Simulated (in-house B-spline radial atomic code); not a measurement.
# Ar⁹⁺: ionisation energy by several methods

Aim: the ionisation energy of Ar⁹⁺ by several methods, each as the difference of two self-consistent energies (Ar⁹⁺ and the next ion, [He] 2s2 2p4).

Program: in-house B-spline radial atomic code version 1. Level of theory: scalar-relativistic (X2C), several functionals, spin-polarised, exact exchange averaged over the configuration; spherical all-electron atom at the radial basis limit. These are calculated values, not measurements, unless marked.

### 1 Starting point

* element: argon (Z = 18)
* charge: +9
* electrons: 9
* configuration: [He] 2s2 2p5
* nucleus: Fermi, rms radius 3.427 fm

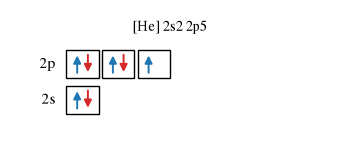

Outer shells as boxes.

Where spins are not typed, each open shell is filled with up spins first.

### 2 TPSSh, a global hybrid

Input settings:

```ini
Z = 18
electrons = 9.0
configuration = [He] 2s2 2p5
hamiltonian = x2c
method = tpssh
spin_polarised = True
nucleus = fermi
rms_radius = 3.4274
mass_number = 40
atomic_mass = 39.96238312204
speed_of_light = 137.035999084
exact_exchange = averaged over the configuration
```

Launch:

```console
python run_scf.py task.json out
```

task.json lists these runs, among others, and the program works through them in turn.

The program writes no log. Results of the run, from its result record (rounded, main fields):

```text
{
  "status": "converged",
  "scf [iteration, energy, orbital gradient]": [
    [1, -492.602320678, 0.027],
    [2, -492.603374635, 0.000535],
    [3, -492.603375197, 0.000247],
    [4, -492.603375291, 0.000116],
    [5, -492.603375311, 1.06e-05],
    [6, -492.603375312, 1.73e-06],
    [7, -492.603375312, 1.08e-08]
  ],
  "energy [hartree]": {"total": -492.603375312, "kinetic": 495.890837268, "nuclear": -1093.90365996, "coulomb": 130.087269118, "exact_exchange": -2.31754998857, "xc": -22.3602717486},
  "orbitals [hartree, bohr; first row names the columns]": [
    ["name", "occ", "eps", "<r>", "<r^2>", "<1/r>", "r_max"],
    ["1s up", 1.0, -124.7097, 0.085355, 0.00981, 17.834, 0.055819],
    ["1s down", 1.0, -124.60223, 0.085289, 0.009793, 17.844, 0.055805],
    ["2s up", 1.0, -19.303544, 0.39848, 0.18729, 3.7087, 0.3312],
    ["2s down", 1.0, -19.097654, 0.4, 0.18877, 3.6904, 0.33202],
    ["2p up", 3.0, -16.929188, 0.35739, 0.15689, 3.5977, 0.27222],
    ["2p down", 2.0, -16.725281, 0.35911, 0.15853, 3.5843, 0.27308]
  ],
  "sum_r [bohr^k]": {"-1": 61.03834, "1": 2.75953, "2": 1.1834},
  "ionisation_energy [hartree]": 17.662901
}
```

Run time: 0.49 s. Hardware: 1 thread, shared host.

The run also solves the next ion with the same method; the record keeps the difference, ionisation_energy. Meta-GGA runs start from a PBE run whose iterations are not counted.

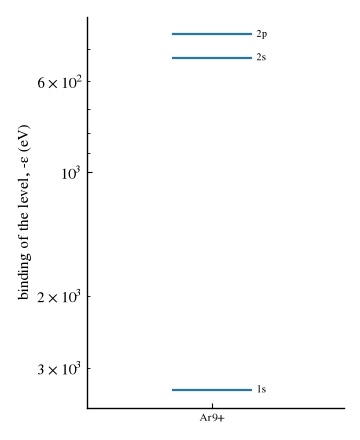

Orbital energies of this run on a logarithmic scale (up spins).

### 3 ωB97X, a range-separated hybrid

Changes to the settings of step 2:

```diff
@@ -4,3 +4,3 @@
 hamiltonian = x2c
-method = tpssh
+method = wb97x
 spin_polarised = True
```

Results of the run:

```text
{
  "status": "converged",
  "iterations": 8,
  "energy [hartree]": {"total": -492.713963129, "kinetic": 496.134970537, "nuclear": -1094.23882822, "coulomb": 129.980363609, "exact_exchange": -4.79295737021, "xc": -19.797511689},
  "orbitals [hartree, bohr; first row names the columns]": [
    ["name", "occ", "eps", "<r>"],
    ["1s up", 1.0, -124.81349, 0.085396],
    ["1s down", 1.0, -124.71937, 0.08532],
    ["2s up", 1.0, -19.469238, 0.39809],
    ["2s down", 1.0, -19.263117, 0.39968],
    ["2p up", 3.0, -17.109388, 0.35664],
    ["2p down", 2.0, -16.915862, 0.35841]
  ],
  "sum_r [bohr^k]": {"-1": 61.05731, "1": 2.755233, "2": 1.178132},
  "ionisation_energy [hartree]": 17.654102
}
```

It took 0.58 s on 1 thread, shared host.

### 4 CAM-B3LYP, a range-separated hybrid

Changes to the settings of step 3:

```diff
@@ -4,3 +4,3 @@
 hamiltonian = x2c
-method = wb97x
+method = camb3lyp
 spin_polarised = True
```

Results of the run:

```text
{
  "status": "converged",
  "iterations": 8,
  "energy [hartree]": {"total": -492.574465471, "kinetic": 495.874645852, "nuclear": -1093.89392884, "coulomb": 129.890934333, "exact_exchange": -5.0839051115, "xc": -19.3622117062},
  "orbitals [hartree, bohr; first row names the columns]": [
    ["name", "occ", "eps", "<r>"],
    ["1s up", 1.0, -124.94197, 0.085416],
    ["1s down", 1.0, -124.8322, 0.085341],
    ["2s up", 1.0, -19.456515, 0.39901],
    ["2s down", 1.0, -19.23265, 0.40056],
    ["2p up", 3.0, -17.104655, 0.35728],
    ["2p down", 2.0, -16.903787, 0.35892]
  ],
  "sum_r [bohr^k]": {"-1": 61.03798, "1": 2.760024, "2": 1.184473},
  "ionisation_energy [hartree]": 17.6597151
}
```

Run time: 0.58 s. Hardware: 1 thread, shared host.

### 5 B97-1, a global hybrid

Changes to the settings of step 4:

```diff
@@ -4,3 +4,3 @@
 hamiltonian = x2c
-method = camb3lyp
+method = b97_1
 spin_polarised = True
```

Results of the run:

```text
{
  "status": "converged",
  "iterations": 8,
  "energy [hartree]": {"total": -492.561591261, "kinetic": 495.796954794, "nuclear": -1093.81598586, "coulomb": 129.952109682, "exact_exchange": -4.86643610693, "xc": -19.628233766},
  "orbitals [hartree, bohr; first row names the columns]": [
    ["name", "occ", "eps", "<r>"],
    ["1s up", 1.0, -124.89024, 0.085414],
    ["1s down", 1.0, -124.78609, 0.085326],
    ["2s up", 1.0, -19.407179, 0.39861],
    ["2s down", 1.0, -19.18652, 0.40032],
    ["2p up", 3.0, -17.039671, 0.35716],
    ["2p down", 2.0, -16.840233, 0.35904]
  ],
  "sum_r [bohr^k]": {"-1": 61.03358, "1": 2.759214, "2": 1.183076},
  "ionisation_energy [hartree]": 17.6564662
}
```

Run time: 0.38 s. Hardware: 1 thread, shared host.

### 6 LC-ωPBE, a range-separated hybrid

Changes to the settings of step 5:

```diff
@@ -4,3 +4,3 @@
 hamiltonian = x2c
-method = b97_1
+method = lc_wpbe
 spin_polarised = True
```

Results of the run:

```text
{
  "status": "converged",
  "iterations": 8,
  "energy [hartree]": {"total": -492.430314226, "kinetic": 495.703073307, "nuclear": -1093.67061494, "coulomb": 129.935574199, "exact_exchange": -1.79218729349, "xc": -22.6061594944},
  "orbitals [hartree, bohr; first row names the columns]": [
    ["name", "occ", "eps", "<r>"],
    ["1s up", 1.0, -124.17741, 0.08542],
    ["1s down", 1.0, -124.09057, 0.085372],
    ["2s up", 1.0, -19.30581, 0.39937],
    ["2s down", 1.0, -19.138143, 0.40069],
    ["2p up", 3.0, -17.003688, 0.3575],
    ["2p down", 2.0, -16.818165, 0.3591]
  ],
  "sum_r [bohr^k]": {"-1": 61.02572, "1": 2.761545, "2": 1.185897},
  "ionisation_energy [hartree]": 17.6590867
}
```

Wall time 0.44 s (1 thread, shared host).

### 7 Results

| method | rung | total energy (hartree) | ΔSCF (eV) | −ε highest (eV) | ΔSCF less tabulated (eV) |
| --- | --- | --- | --- | --- | --- |
| TPSSh | global hybrid | -492.6034 | 480.63 | 455.12 (2p down) | +0.87 |
| B97-1 | global hybrid | -492.5616 | 480.46 | 458.25 (2p down) | +0.70 |
| ωB97X | range-separated hybrid | -492.7140 | 480.39 | 460.30 (2p down) | +0.63 |
| CAM-B3LYP | range-separated hybrid | -492.5745 | 480.55 | 459.98 (2p down) | +0.79 |
| LC-ωPBE | range-separated hybrid | -492.4303 | 480.53 | 457.65 (2p down) | +0.77 |

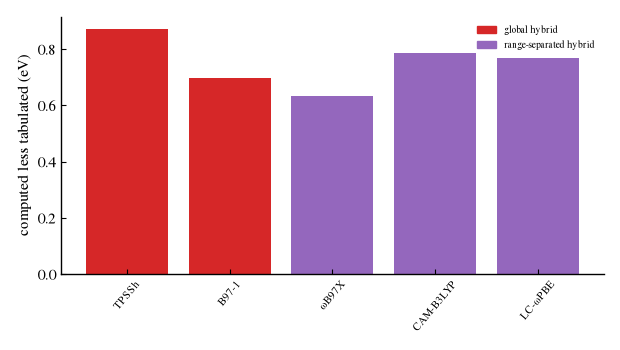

Error of each method against the tabulated value; one colour a rung.

What this shows: The tabulated ionisation energy is 479.76 ± 0.12 eV (semi-empirical; NIST Atomic Spectra Database). ωB97X comes nearest (+0.63 eV) and TPSSh is farthest (+0.87 eV, 0.18 %). All methods miss on the same side by much the same amount, which points to something that they share. Relativistic terms that these runs lack can be as large as the gaps between close methods, so the nearest may be so by luck. Open shells are averaged (over orientations, and over spins where the run is restricted), while tables refer to the lowest levels.

Cost against accuracy (CPU time on one thread of a shared host; * marks runs that also wrote radial tables):

| method | CPU time | miss (eV) |
| --- | --- | --- |
| B97-1 | 0.38 s | +0.70 |
| LC-ωPBE | 0.44 s | +0.77 |
| TPSSh | 0.49 s | +0.87 |
| ωB97X | 0.58 s | +0.63 |
| CAM-B3LYP | 0.58 s | +0.79 |
